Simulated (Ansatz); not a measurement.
Band structure of HfTaV₄ (F-43m, 6 atoms in the cell).

```
HfTaV4
1.0
    0.00000     3.60816     3.60816
    3.60816     0.00000     3.60816
    3.60816     3.60816     0.00000
Hf Ta V
1 1 4
Cartesian
  5.41224   5.41224   5.41224
  0.00000   0.00000   0.00000
  2.70699   2.70699   2.70699
  2.70699   4.50933   4.50933
  4.50933   4.50933   2.70699
  4.50933   2.70699   4.50933
```
Moments meant for the start (each program seeds them in its own way; μB, in the order of the atoms Hf Ta V V V V): 0.0 0.0 2.0 2.0 2.0 2.0.

Computed with PBEsol, default PAW files made with PBE (plane waves; Ansatz, a first-principles code).

Settings: kpoints.mp_grid.grid = 5 5 5; hamiltonian.xc = pbesol; hamiltonian.pseudopotentials = {kind: paw} (the program's default PAW files); magnetization.spin_polarized = true; scf.occupations.method = methfessel_paxton; scf.occupations.width = 0.05 eV; kpoints.band_path.npoints = 6.

The starting cell comes from a database of computed structures (which also holds hypothetical and non-ambient phases and stackings), without a prior relaxation at this level. Spin-orbit coupling is off. The moments shrank to a small part of their start, a low-spin state that need not be the lowest.

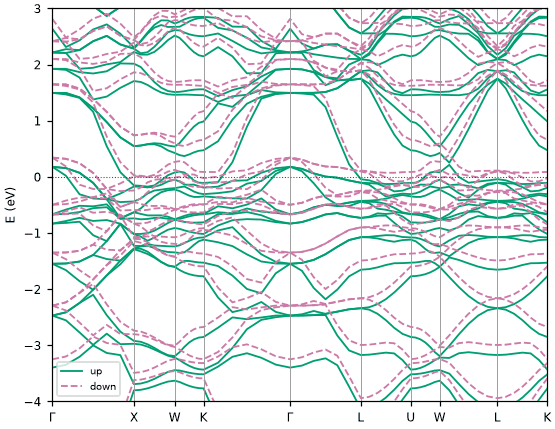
Figure: Bands along the path, energies from the Fermi level.

Levels in eV from the Fermi level, bands 44 to 51 of the first spin channel:
| point | 44 | 45 | 46 | 47 | 48 | 49 | 50 | 51 |
|---|---|---|---|---|---|---|---|---|
| Γ | 0.18 | 0.18 | 0.18 | 1.50 | 1.50 | 1.50 | 1.93 | 1.93 |
| X | -0.63 | -0.44 | -0.17 | -0.15 | 0.55 | 0.55 | 1.71 | 2.02 |
| W | -0.23 | -0.20 | -0.05 | 0.08 | 0.43 | 0.54 | 1.46 | 1.51 |
| K | -0.35 | -0.31 | -0.19 | -0.11 | 0.47 | 0.99 | 1.46 | 1.56 |
| L | -0.43 | -0.10 | -0.10 | -0.04 | 1.75 | 1.75 | 1.88 | 1.88 |
| U | -0.35 | -0.31 | -0.19 | -0.11 | 0.47 | 0.99 | 1.46 | 1.56 |

Bands cross the Fermi level along this path, so the cell is metallic at this level.

The net moment of the cell came out as 1.45 μB.

Keys are those of Ansatz 0.2.
